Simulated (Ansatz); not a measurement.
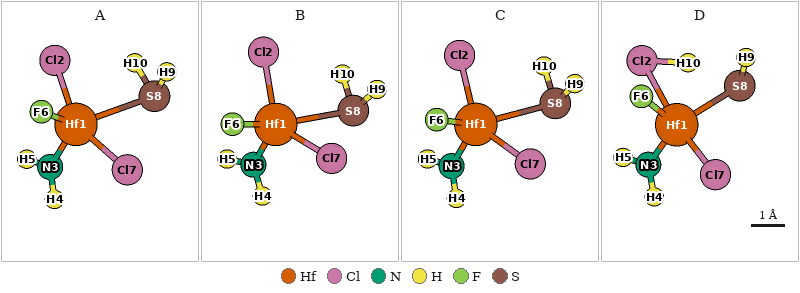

4 geometries from a converged minimum-energy path of HfNH4SCl2F, shuffled. A ball-and-stick model, seen from a free direction.

The calculation used RKS PBE0-D4/def2-SVP in Ansatz 0.2.0. Set-up: 7 movable images; climbing image; force threshold 0.05 eV/Å; iteration limit 60; starting path through a guess of the saddle point.

**One of them is the converged climbing image. Which?**

D. In order along the path, whose images run from 0 to 8: B (image 3, +0.11 eV), C (image 4, +0.16 eV), A (image 5, +0.26 eV), D (image 7, +0.95 eV). Breaking: Hf1–Cl2 (2.39 → 2.81 at the top → 3.57 Å), S8–H10 (1.35 → 1.84 at the top → 2.32 Å). Forming: Cl2–H10 (2.96 → 1.43 at the top → 1.31 Å).
